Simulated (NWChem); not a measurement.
# C3H7F (2-fluoropropane): levels of theory compared

Wanted: a comparison of 6 runs (HF/cc-pVDZ, PBE/cc-pVDZ, SVWN5/cc-pVDZ, MP2/cc-pVDZ, CCSD/cc-pVDZ, CCSD(T)/cc-pVDZ) of C3H7F (2-fluoropropane). 

Program for the calculation: NWChem 7.3.0.

### Step 1. Starting point

The species is C3H7F (11 atoms), meant as a singlet with charge 0. As SMILES, `CC(C)F`. One bond was lengthened or shortened from a relaxed shape.

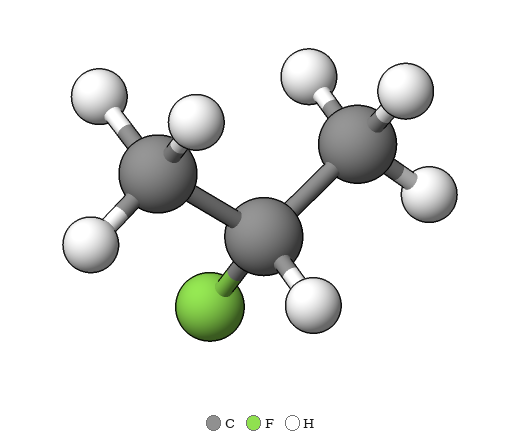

The structure, seen from a chosen angle (carbon grey, fluorine green, hydrogen white).

### Step 2. The energy at HF/cc-pVDZ (run 1)

test.nw reads:

```
start test
title "C3H7F"
memory 2200 mb

geometry units bohr noautosym nocenter noautoz
  C   -0.71026112   1.97529292  -1.17169823
  C   -1.17343300  -0.57904988   0.00314450
  C    0.91660410  -1.44756801   1.73413363
  F   -1.42760116  -2.34745559  -1.93779320
  H   -2.23602600   2.46340918  -2.46994008
  H   -0.60840488   3.42849231   0.29094979
  H    1.33735918   1.97268510  -2.37349601
  H   -2.98190090  -0.58018371   1.01414798
  H    2.71581234  -1.49008684   0.72256324
  H    0.52146237  -3.33823899   2.45582004
  H    1.09877370  -0.16142041   3.33870009
end

basis spherical bse
  C library cc-pVDZ
  F library cc-pVDZ
  H library cc-pVDZ
end

scf
  singlet
  rhf
  thresh 1e-08
  maxiter 80
  print low
end

task scf energy
```

Started as:

```
$ nwchem test.nw > test.out
```

Log:

```text
[...]
  functions       =    91
[...]
  wavefunction    = RHF
[...]
         Total SCF energy =   -217.120545027122
      One-electron energy =   -559.929139479671
      Two-electron energy =    210.349378634130
 Nuclear repulsion energy =    132.459215818419
        Time for solution =     10.5s
 Task  times  cpu:       10.7s     wall:       10.7s
[...]
```

It took 11 s on 1 thread of AMD EPYC 9R45 (Zen 5), shared host; peak memory 0.1 GiB.

### Step 3. A single-point energy at PBE/cc-pVDZ (run 2)

nw.nw reads:

```
start nw
title "C3H7F"
memory stack 880 mb heap 220 mb global 1100 mb
geometry units angstroms noautosym nocenter noautoz
C     -0.375854     1.045280    -0.620036
C     -0.620954    -0.306420     0.001664
C      0.485046    -0.766020     0.917664
F     -0.755454    -1.242220    -1.025436
H     -1.183254     1.303580    -1.307036
H     -0.321954     1.814280     0.153964
H      0.707700     1.043900    -1.256000
H     -1.577954    -0.307020     0.536664
H      1.437146    -0.788520     0.382364
H      0.275946    -1.766520     1.299564
H      0.581446    -0.085420     1.766764
end
basis spherical bse
C library cc-pVDZ
F library cc-pVDZ
H library cc-pVDZ
end
dft
xc xpbe96 cpbe96
grid fine
convergence energy 1e-08
iterations 100
mulliken
print low
end
task dft
```

Started as:

```
$ nwchem nw.nw > nw.out
```

Log:

```text
[...]
 d= 0,ls=0.0,diis     1   -218.0386711356 -3.50D+02  1.43D-02  6.22D-01     1.7
[...]
 d= 0,ls=0.0,diis    10   -218.1036362476 -1.51D-10  1.24D-07  3.71D-10    13.6
         Total DFT energy =     -218.103636247650
      One electron energy =     -560.274456348219
           Coulomb energy =      238.774492563916
    Exchange-Corr. energy =      -29.062897835021
 Nuclear repulsion energy =      132.459225371674
[...]
      Total Density - Mulliken Population Analysis
     ---------------------------------------------
    Atom       Charge   Shell Charges
 -----------   ------   -------------------------------------------------------
    1 C    6     6.07   2.02  0.67  0.41  2.09  0.84  0.04
    2 C    6     5.91   2.02  0.69  0.42  2.03  0.63  0.14
    3 C    6     6.02   2.02  0.66  0.35  2.14  0.80  0.04
    4 F    9     9.22   2.01  0.89  1.01  3.33  1.98  0.00
    5 H    1     0.96   0.74  0.19  0.03
    6 H    1     0.97   0.74  0.20  0.03
    7 H    1     0.95   0.68  0.25  0.02
    8 H    1     1.00   0.77  0.20  0.03
    9 H    1     0.97   0.74  0.20  0.03
   10 H    1     0.97   0.74  0.19  0.03
[...]
```

Wall time 14 s (1 thread of AMD EPYC 9R45 (Zen 5), shared host); peak memory 0.12 GiB.

Runs 3 to 5 aren't shown in full; the table further down has their settings and results.

### Step 4. A single-point energy at CCSD(T)/cc-pVDZ (run 6)

mol.nw reads:

```
start mol
memory total 2200 mb

geometry units angstrom noautosym nocenter noautoz
   C     -0.375854     1.045280    -0.620036
   C     -0.620954    -0.306420     0.001664
   C      0.485046    -0.766020     0.917664
   F     -0.755454    -1.242220    -1.025436
   H     -1.183254     1.303580    -1.307036
   H     -0.321954     1.814280     0.153964
   H      0.707700     1.043900    -1.256000
   H     -1.577954    -0.307020     0.536664
   H      1.437146    -0.788520     0.382364
   H      0.275946    -1.766520     1.299564
   H      0.581446    -0.085420     1.766764
end

basis spherical bse
   C library cc-pVDZ
   F library cc-pVDZ
   H library cc-pVDZ
end

scf
   thresh 1e-08
   maxiter 80
   print low
end

ccsd
   freeze core 4
   maxiter 60
end

task ccsd(t) energy
```

Started as:

```
$ nwchem mol.nw > mol.out
```

Log:

```text
[...]
  functions       =    91
[...]
  wavefunction    = RHF
[...]
         Total SCF energy =   -217.120545041301
      One-electron energy =   -559.929158204706
      Two-electron energy =    210.349387791731
 Nuclear repulsion energy =    132.459225371674
        Time for solution =     10.5s
[...]
 Total MP2 energy:           -217.741334357444202
[...]
             energy      energy      error      ampl     ampl      Block
                                                time     time      time
[...]
 Total CCSD energy:           -217.789568023549521
[...]
 Total CCSD+T(CCSD) energy:           -217.806926948206609
[...]
 Total CCSD(T) energy:                -217.806114135269809
[...]
```

It took 92 s on 1 thread of AMD EPYC 9R45 (Zen 5), shared host; peak memory 0.31 GiB.

### Step 5. The series

| run | level | iteration cap | module | energy (Eh) | wall time |
| --- | --- | --- | --- | --- | --- |
| 1 | HF/cc-pVDZ | 80 | scf | -217.120545 | 11 s |
| 2 | PBE/cc-pVDZ | 100 | dft | -218.103636 | 14 s |
| 3 | SVWN5/cc-pVDZ | 100 | dft | -216.597240 | 9.6 s |
| 4 | MP2/cc-pVDZ | 80 | mp2 | -217.741334 | 14 s |
| 5 | CCSD/cc-pVDZ | 80 | ccsd | -217.789568 | 74 s |
| 6 | CCSD(T)/cc-pVDZ | 80 | ccsd(t) | -217.806114 | 92 s |

### Step 6. What came out

```
                                          quantity          value
                               run 6: total energy  -217.80611 Eh
run 6: correlation energy (4 core orbitals frozen)     -685.6 mEh
                             run 6: (T) correction     -16.55 mEh
```

In words: Below the HF energy at the same shape and in the same basis (cc-pVDZ): MP2 -620.8 mEh; CCSD -669.0 mEh; CCSD(T) -685.6 mEh. Totals of different functionals can't be ranked against each other. All runs together took 3.6 min, the longest 92 s.
